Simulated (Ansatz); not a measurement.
## Energy landscape of LiTaO$_{3}$

6 relaxations of LiTaO3 ended in 4 distinct structures. These are PBEsol (plane waves to 420 eV, PAW, scalar-relativistic; Ansatz, a program for electronic structure) values and carry that method's errors.

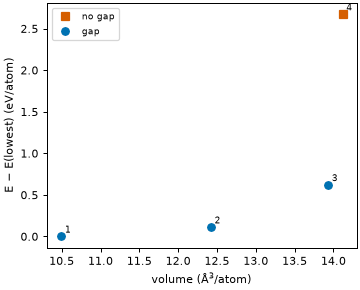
Figure: Energy against volume of the distinct structures, numbered as in the table

| # | space group | Pearson | type | E − E(lowest) (eV/atom) | V (Å³/atom) | gap (eV, no SOC) | runs ending here | spin order |
|---|---|---|---|---|---|---|---|---|
| 1 | R3c | hR10 | AFLOW prototype ABC3_hR10_161_a_a_b (as in LiNbO3) | 0.000 | 10.49 | 3.80 | 3 | non-magnetic |
| 2 | P4/mmm | tP5 | – | 0.111 | 12.42 | 1.67 | 1 | non-magnetic |
| 3 | P6₃/mmc | hP10 | – | 0.620 | 13.93 | 1.88 | 1 | non-magnetic |
| 4 | P4/mmm | tP5 | – | 2.67 | 14.12 | 0.00 | 1 | spin-polarised, with opposite induced moments |

R3c, hR10, AFLOW prototype ABC3_hR10_161_a_a_b (as in LiNbO3), non-magnetic is the lowest of the structures calculated here.

```cif
data_Li6O18Ta6
_chemical_formula_sum 'Li6 Ta6 O18'
_space_group_name_H-M_alt 'R3c :H'
_space_group_IT_number 161
_space_group_name_Hall 'R 3 -2"c'
_cell_length_a 5.13898
_cell_length_b 5.13898
_cell_length_c 13.76547
_cell_angle_alpha 90.000
_cell_angle_beta 90.000
_cell_angle_gamma 120.000
loop_
_atom_site_label
_atom_site_type_symbol
_atom_site_symmetry_multiplicity
_atom_site_Wyckoff_symbol
_atom_site_fract_x
_atom_site_fract_y
_atom_site_fract_z
_atom_site_occupancy
Li1 Li 6 a 0.00000 0.00000 0.29463 1
Ta1 Ta 6 a 0.00000 0.00000 0.01145 1
O1 O 18 b 0.04829 0.34383 0.08140 1
```
(The calculation used a cell of 10 atoms; values per cell refer to that cell.)

1 run with a doubtful electronic state, a coarser numerical grid, an end not at rest or a source that can't be used is left out. Each run could gain symmetry but not lose that of its start, so entries can be saddle points. From databases, or of a type measured for this composition: R3c, hR10, AFLOW prototype ABC3_hR10_161_a_a_b (as in LiNbO3), non-magnetic; the others are generated cells (placed on structure types, drawn at random, substituted or restacked) that were not matched to a known phase here. Each structure is listed in the lowest spin state found for it. Static energies at zero pressure. Each cell has its own k-point mesh; energy differences are given only to the digits this allows. Spin states reached: non-magnetic, spin-polarised, with opposite induced moments; non-magnetic ones ran without spin or lost their moments; spin orders were not searched systematically. The d or f electrons are treated with no Hubbard U. Gaps of cells over 8 atoms come from the SCF mesh and high-symmetry points alone.
